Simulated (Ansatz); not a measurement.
C₅H₁₁Cl₂Ga (SMILES CC(C)(C)[CH2][Ga]([Cl])[Cl])

Input file:

```
crystal:
  periodic: [false, false, false]
  atoms:
    - {symbol: C, position_ang: [0.110432, -1.614372, 0.048157]}
    - {symbol: C, position_ang: [-0.163772, -0.156298, 0.403223]}
    - {symbol: C, position_ang: [1.138611, 0.526658, 0.812887]}
    - {symbol: C, position_ang: [-1.150554, -0.098851, 1.569133]}
    - {symbol: C, position_ang: [-0.782375, 0.579045, -0.793295]}
    - {symbol: Ga, position_ang: [0.460582, 0.928929, -2.267019]}
    - {symbol: Cl, position_ang: [1.632204, -0.529954, -3.314866]}
    - {symbol: Cl, position_ang: [0.768139, 2.913303, -3.019768]}
    - {symbol: H, position_ang: [0.538275, -2.143541, 0.903623]}
    - {symbol: H, position_ang: [-0.813016, -2.127173, -0.234435]}
    - {symbol: H, position_ang: [0.811901, -1.704219, -0.785056]}
    - {symbol: H, position_ang: [0.984144, 1.589643, 1.018356]}
    - {symbol: H, position_ang: [1.900684, 0.437194, 0.027234]}
    - {symbol: H, position_ang: [1.559977, 0.068613, 1.711299]}
    - {symbol: H, position_ang: [-1.349452, 0.934188, 1.866825]}
    - {symbol: H, position_ang: [-2.103140, -0.560969, 1.297326]}
    - {symbol: H, position_ang: [-0.755209, -0.630704, 2.439017]}
    - {symbol: H, position_ang: [-1.638168, 0.023172, -1.189808]}
    - {symbol: H, position_ang: [-1.149254, 1.565338, -0.492813]}
basis:
  gaussian: {orbitals: def2-TZVPP}
hamiltonian: {xc: pbe0, dispersion: d4}
output: {orbitals: {seedname: orbitals}}
```

Launched as:

```sh
ansatz run in.yaml --threads 4 --pin off --events-out ev --progress --plain --max-ram 46080MiB --backend cuda --devices 0, --max-vram 37GiB
```

Geometry: PBE0-D4/def2-TZVP.

All numbers below come from Ansatz 0.2.0, RKS PBE0-D4/def2-TZVPP.

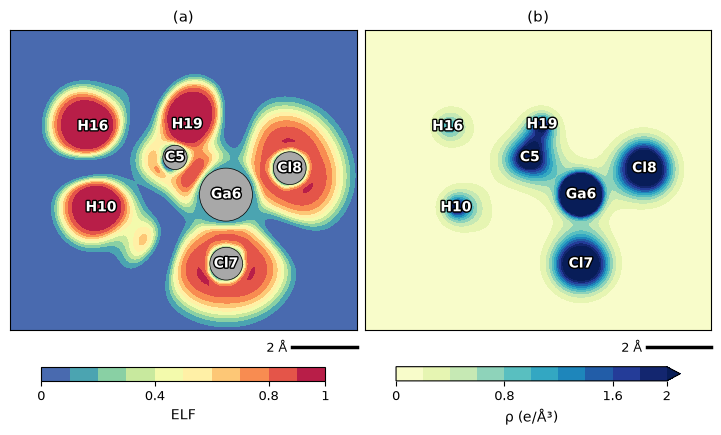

Figure 1. (a) ELF; (b) electron density on the plane of atoms C5, Ga6 and Cl7. Grey discs cover the atomic cores in the ELF map.

Question: Describe what can be read from this map.

Answer: The plane passes through C, Ga, Cl and H nuclei. C–Ga (1.96 Å): ρ at the midpoint is about 0.8 e/Å³; the ELF peaks at about 0.90 in the valence shell of C, 0.7 Å from its nucleus, and is about 0.60 at the midpoint. Ga–Cl (2.14 Å): the density is about 0.72 e/Å³ at the midpoint; the ELF peaks at about 0.85 in the valence shell of Cl, 0.9 Å from its nucleus, and is about 0.55 at the midpoint. C–H (1.09 Å): ρ is about 2 e/Å³ halfway; the ELF climbs to about 1 towards the hydrogen, as it does in any bond to H: an ordinary covalent bond to hydrogen. The ELF also peaks beside Cl7 and Cl8, away from the bonds: lone-pair regions.

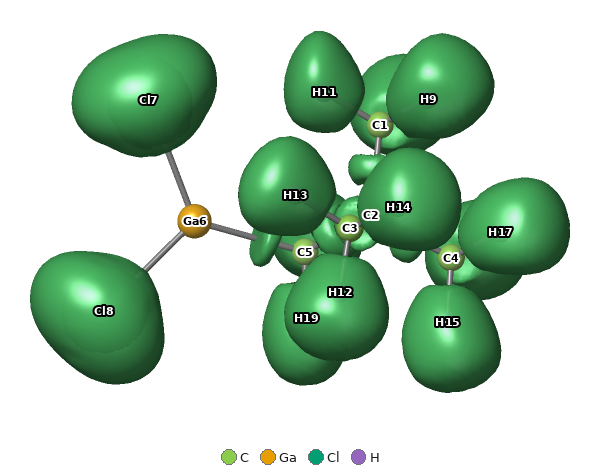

Figure 2. Isosurface of the electron localisation function at 0.8 (green), seen across its widest extent. Core shells and regions of very low density are left out.

Question: Describe the localisation domains.

Answer: At this value the surface marks out four regions between bonded C–C atoms (shared pairs), eleven regions around hydrogen nuclei, one lobe of the valence shell of C pointing towards Ga (polar bonds) and two regions wrapped around Cl (the valence shell of each).


C–C (1.53 Å): the ELF peaks at about 0.95 between the atoms (localised, covalent bonding).

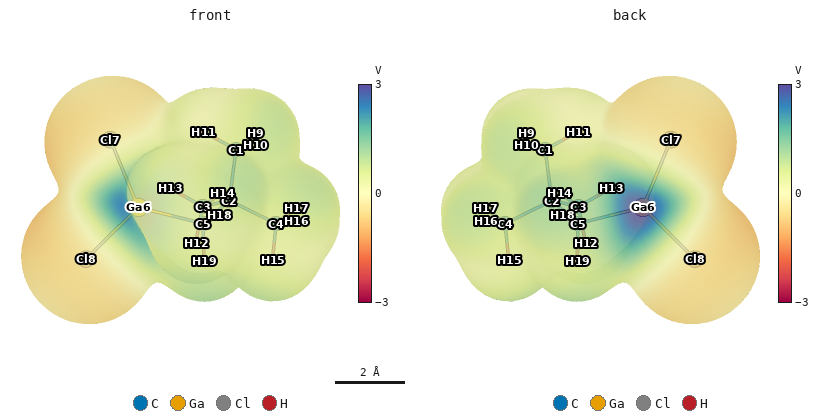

Figure 3. The electrostatic potential painted on the density surface at 0.002 e/bohr³, seen from the front and from behind; red is negative and blue positive.

Question: Which sites attract a positive test charge, and which a negative one?

Answer: A positive charge is drawn to the negative regions and a negative charge to the positive ones. The most negative region (about −0.8 V, or −18 kcal/mol for a unit charge) lies over Cl7 and Cl8, the most positive (about +2.8 V, or +65 kcal/mol for a unit charge) over Ga6.
